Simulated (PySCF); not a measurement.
# GdH3S3 (Gd(SH)3): the cost of one run

Program: PySCF 2.14.0. Level of theory: several levels, as the steps say, no spin–orbit coupling. These are calculated values, not measurements.

1 further run of the same task is left out (for a known fault of the program).

## 1. Starting geometry

7 atoms, charge 0, spin multiplicity 1.

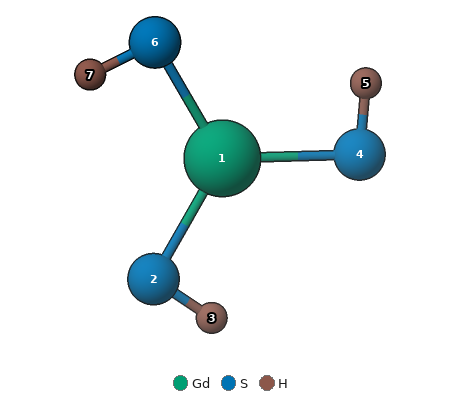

The geometry (gadolinium teal, sulfur blue, hydrogen brown); atoms are numbered from 1 in the order of the file.

As a file:

```
Gd    0.0000    0.0000    0.9342
S     2.5681   -0.4113    0.9624
H     2.8945    0.9035    0.9544
S    -0.9278    2.4297    0.9624
H    -2.2298    2.0550    0.9544
S    -1.6403   -2.0184    0.9624
H    -0.6648   -2.9585    0.9544
```

Formal oxidation states: Gd +3. Each metal's 7 4f electrons lie in its core potential, so multiplicities, spins and levels count the valence alone. An earlier session relaxed this geometry at PBE0, Gd lcecp-1-SVP with ECP53, S def2-SVP, H def2-SVP (singlet, point group C3).

At PBE0 on the finer grid: E = -1231.637698 Eh, HOMO -7.40 eV, LUMO -2.46 eV, Mulliken charge on Gd1 +0.85 e, largest force component 0.005 eV/Å. 

Levels to run: PBE; B3LYP; PBE0, TZVP. Hardware: 2 threads of Arm Neoverse V2, shared host.

## 2. PBE

Contents of run.py (the lines that set the calculation):

```python
mol = gto.M(atom='''
Gd     0.00000     0.00000     0.93418
S      2.56808    -0.41133     0.96242
H      2.89452     0.90354     0.95443
S     -0.92782     2.42969     0.96242
H     -2.22975     2.05496     0.95443
S     -1.64026    -2.01836     0.96242
H     -0.66477    -2.95850     0.95443''',
    basis={'Gd': 'lcecp-1-SVP', 'S': 'def2-SVP', 'H': 'def2-SVP'},
    ecp={'Gd': 'lcecp-1-SVP'},
    charge=0, spin=0)
mf = dft.RKS(mol, xc='PBE')
mf.grids.atom_grid = (75, 302)  # f atoms: unpruned, at least (60, 302)
mf = mf.density_fit()  # fitting sets: Gd AutoAux, S def2-universal-JKFIT, H def2-universal-JKFIT
mf.conv_tol = 1e-08; mf.max_cycle = 55
mf.kernel(dm0)  # dm0: the density of the relaxed state
```

The run is started by

```
$ OMP_NUM_THREADS=2 python run.py
```

**Question.** How long does this run take on 2 threads of Arm Neoverse V2, shared host?

About 5.5 s.
